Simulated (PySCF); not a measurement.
```
atom    x (Å)    y (Å)    z (Å)
  Ga   2.4646  -0.6197  -0.2305
   N   0.8516  -0.1772  -0.9499
   C  -0.2479   0.2592  -0.1873
   C  -0.5144   0.0486   1.2660
   C  -1.5525  -0.3253   0.2505
   C  -1.5163   0.9747  -0.5116
   H   3.5122  -1.2367  -1.1939
   H   2.7451  -0.3674   1.2675
   H   0.5976  -0.3067  -1.9263
   H   0.0337  -0.7664   1.7387
   H  -0.6873   0.9015   1.9149
   H  -2.0757  -1.2397   0.0751
   H  -1.7670   1.8940   0.0094
   H  -1.8445   0.9606  -1.5447
```

Geometry: GFN2-xTB.

The calculation used CAM-B3LYP/def2-SVPD, SCF density, gas phase in PySCF 2.14.0.

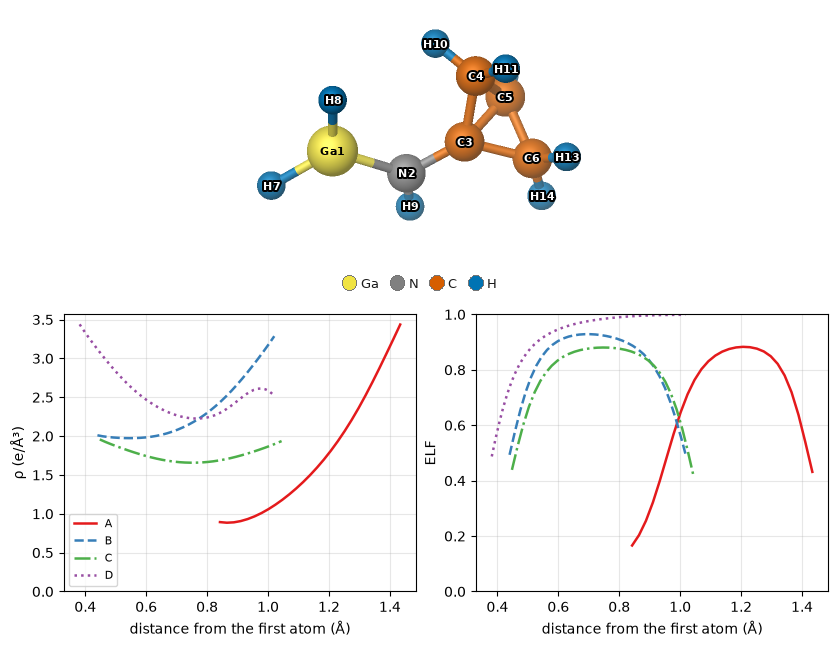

C4H8GaN (SMILES [GaH2][NH][C@]12C[C@H]1C2). Total electron density and electron localisation function along straight lines between neighbouring atoms. The curves leave out the atomic cores. The structure is drawn too.

### Which curve belongs to which contact (C–C, C–N, Ga–N and N–H)? The first atom named is at distance zero.

Curve A: Ga–N (1.82 Å): ρ is about 0.91 e/Å³ halfway; the ELF peaks at about 0.90 in the valence shell of N, 0.6 Å from its nucleus, and is about 0.30 at the midpoint. Curve B: C–N (1.41 Å): ρ is about 2.1 e/Å³ halfway; the ELF peaks at about 0.95 between the atoms (localised, covalent bonding). Curve C: C–C (1.49 Å): ρ at the midpoint is about 1.7 e/Å³; the ELF peaks at about 0.90 between the atoms, as expected for a covalent bond. Curve D: N–H (1.02 Å): ρ at the midpoint is about 2.8 e/Å³; the ELF climbs to about 1 towards the hydrogen, as it does in any bond to H (a covalent bond by its length).
